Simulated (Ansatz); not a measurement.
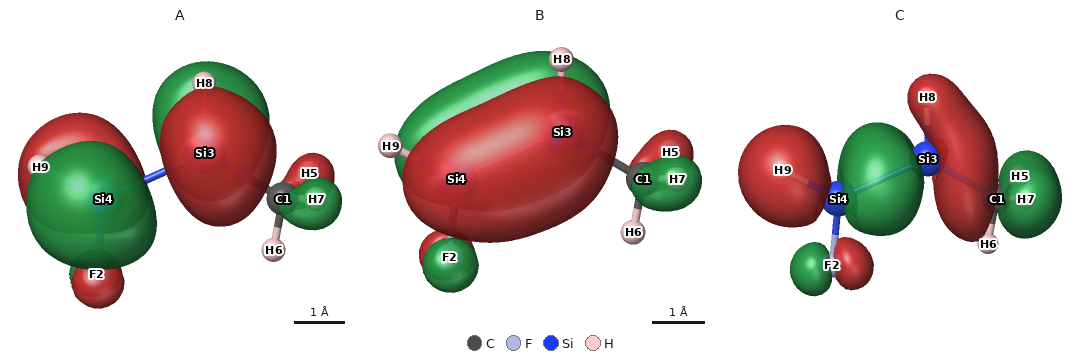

The picture shows: CH₅FSi₂ (SMILES C[SiH][SiH+]F) (charge +1, doublet). Three frontier orbitals at ±0.08 Å⁻³ᐟ² (green and red are the two phases), in no order.

Geometry: B3LYP/6-31G*.

Level of theory: Ansatz, isolated molecule in a Gaussian basis; Kohn-Sham density functional theory, functional PBE0.

The calculation's input:

```
crystal:
  periodic: [false, false, false]
  atoms:
    - {symbol: C, position_ang: [-0.881269, 2.509980, 0.553161]}
    - {symbol: F, position_ang: [-2.270414, -0.635615, -1.590542]}
    - {symbol: Si, position_ang: [-0.065728, 0.847223, 0.388583]}
    - {symbol: Si, position_ang: [-0.889060, -0.845798, -0.838937]}
    - {symbol: H, position_ang: [-1.068015, 2.718997, 1.614281]}
    - {symbol: H, position_ang: [-1.827154, 2.558592, 0.006848]}
    - {symbol: H, position_ang: [-0.204671, 3.285319, 0.171378]}
    - {symbol: H, position_ang: [1.225174, 0.511432, 1.020247]}
    - {symbol: H, position_ang: [-0.311879, -2.190235, -1.019483]}
basis:
  gaussian: {orbitals: def2-TZVPD}
total_charge: 1
hamiltonian: {xc: pbe0}
magnetization: {spin_polarized: true, initial_magnetization: 1}
output: {forces: true, orbitals: {seedname: orbitals}}
```

Launched as:

```sh
ansatz run input.yaml --threads 1 --pin off --max-ram 2610MiB --events-out events.jsonl --progress --plain --runs-dir runs
```

> Order the three orbitals by energy and name them. All are α orbitals.

C is the HOMO−1 (α) (−14.84 eV). It lies mainly on Si4 (about 25 %), Si3 (about 25 %), C1 (about 15 %), H9 (about 15 %) and F2 (about 5 %). B is the HOMO (α) (−12.02 eV). Its weight (Hirshfeld) is mainly on Si3 (about 45 %) and Si4 (about 40 %); π-bonding across Si3–Si4. A is the LUMO (α) (−7.33 eV). Its weight (Hirshfeld) is mainly on Si4 (about 45 %) and Si3 (about 40 %); π-antibonding (π*) across Si4–Si3.

> What is the gap between the highest occupied and lowest empty α orbitals?

4.69 eV between the orbital energies.
